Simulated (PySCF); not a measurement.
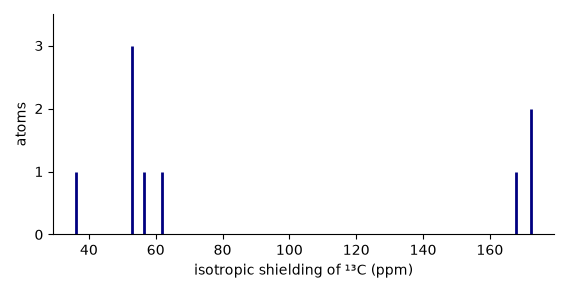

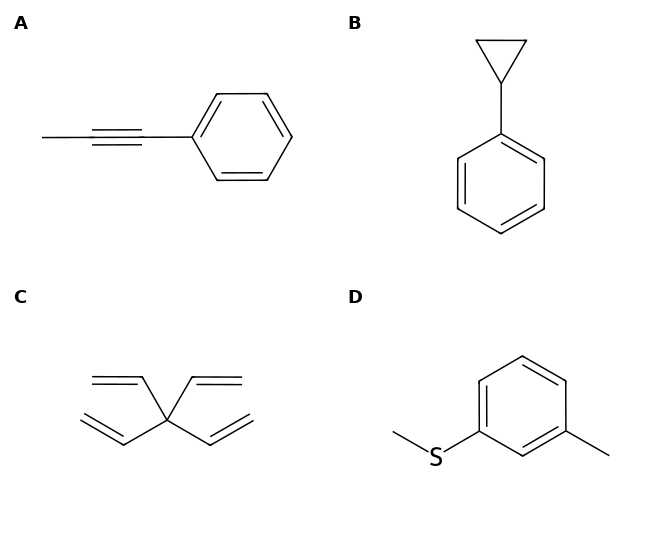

The sticks are computed shieldings of one of the molecules, for one fixed geometry (GFN2-xTB) without averaging over rotations. Low shielding means a high chemical shift. Method: GIAO PBE0/pcSseg-1 NMR shielding, non-relativistic, gas phase (PySCF 2.14.0).

### Match the spectrum to a structure.

B, `c1ccc(C2CC2)cc1`. Its 9 C atoms give lines at 36.1, 52.9 (3 atoms), 56.4, 61.9, 167.9, 172.3 (2 atoms) ppm.
